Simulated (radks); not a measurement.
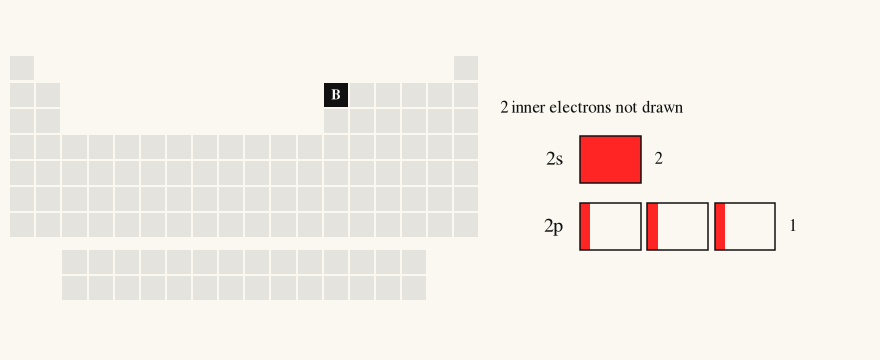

Fig. 1: Left, the place of boron in the periodic table; right, the outer shells as the input fills them: a box for each of the 2l + 1 orbitals, shaded by the share of the shell that is filled, with the electron count at the right.

## Run report: B, atomic calculation

The neutral boron atom in the configuration [He] 2s2 2p1 (high spin). Computed at this level: non-relativistic Kohn-Sham, LDA (Slater exchange, Perdew-Wang correlation), spin-polarised, spherical densities, point nucleus (the in-house radial solver radks).

### The input
```
Z 5
configuration [He] 2s2 2p1
relativity non-relativistic
functional lda,pw
spin polarised
nucleus point
response adiabatic LDA kernel
```

Energies in input and log are in hartree, lengths in bohr.

Hardware: 1 CPU thread, shared host.

### Output
```
1s      1   1.0000          -6.56310454
2s      1   1.0000          -0.36016734
2p      1   1.0000          -0.15058998
1s      2   1.0000          -6.55062446
2s      2   1.0000          -0.31894613
2p      2   0.0000          -0.11352906
Etot -24.352462969507997
Ekin 24.171552294048325
Encl -56.51523049478752
Eh 11.527482825139792
Exc -3.536267593908597
err 1.8961494666737862e-09
it 13
```

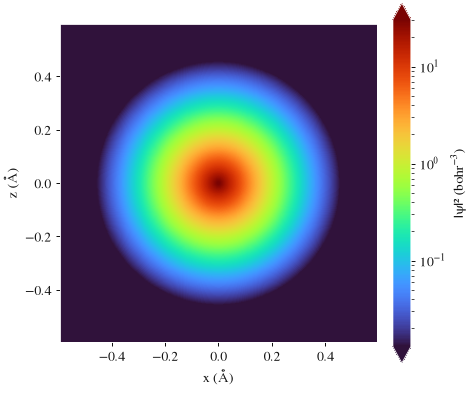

Fig. 2: The 1s orbital of down spin. The radial function comes from the spherical calculation and is multiplied by a real spherical harmonic; the overall sign is chosen so that the largest lobe of P(r) is positive. In the xz plane through the nucleus, the colour gives |ψ|² on a logarithmic scale. (1 bohr = 0.529 Å.) It has no angular node and no radial node. The maximum of P² lies at 0.212 bohr, ⟨r⟩ = 0.332 bohr, 90 % of the charge lies within 0.597 bohr, and the eigenvalue is −178.3 eV, with 1 electron in the shell for this spin.

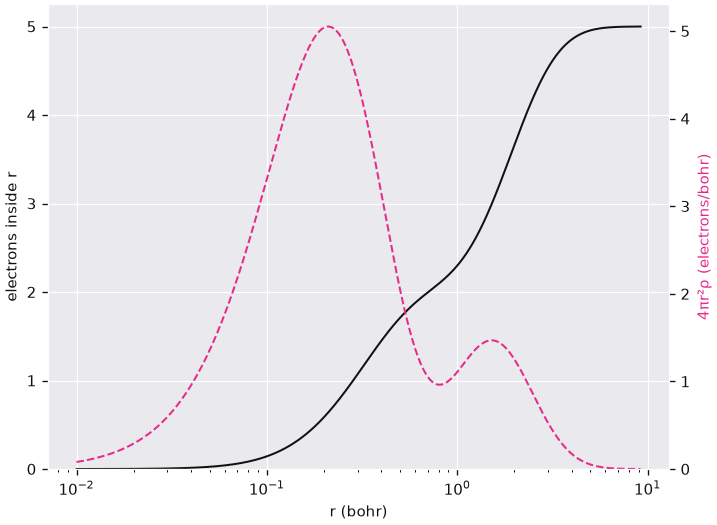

Fig. 3: The number of electrons inside radius r (solid) and the radial density 4πr²ρ (dashed). The count levels off at 5 electrons. Half of them lie within 1.17 bohr, 90 % within 2.94 bohr and 99 % within 4.90 bohr. The radial density has a minimum at 0.808 bohr, where the count stands at 2.1; this parts the shells that the density resolves.

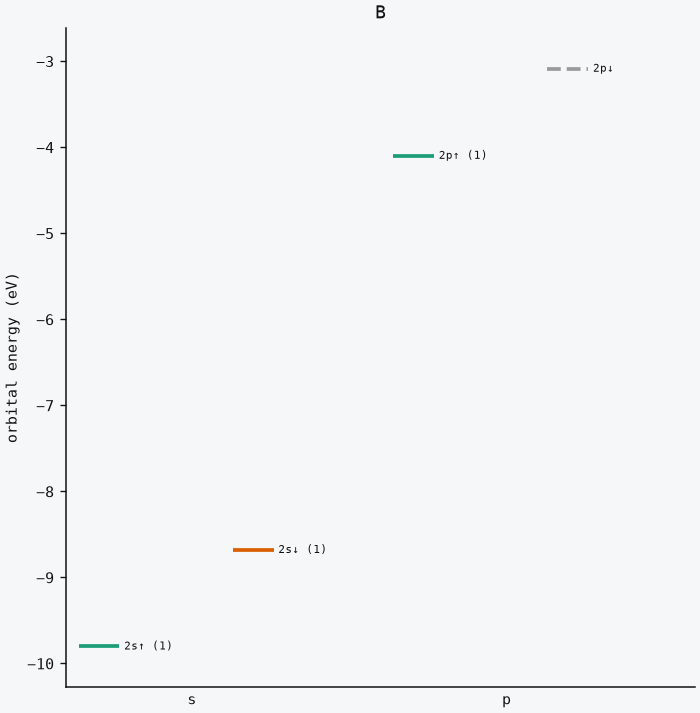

Fig. 4: The outer levels are drawn by angular momentum (occupations in brackets, up spins at the left of each column and down spins at the right, empty levels dashed). The highest occupied level is 2p up at −4.10 eV. From the top down the occupied levels run 2p up (−4.10 eV), 2s down (−8.68 eV), 2s up (−9.80 eV). The lowest empty level drawn is 2p down at −3.09 eV. The largest exchange splitting (down less up) among the shells drawn in both spins is that of 2s, 1.12 eV.

### Key numbers

| quantity | value |
| --- | --- |
| outcome | converged |
| total energy | −24.352463 hartree |
| kinetic energy | 24.171552 hartree |
| electron–nucleus energy | −56.515230 hartree |
| Hartree energy | 11.527483 hartree |
| exchange–correlation energy | −3.536268 hartree |
| radius at density 0.001 e/bohr³ | 3.91 bohr |
| SCF iterations | 13 |
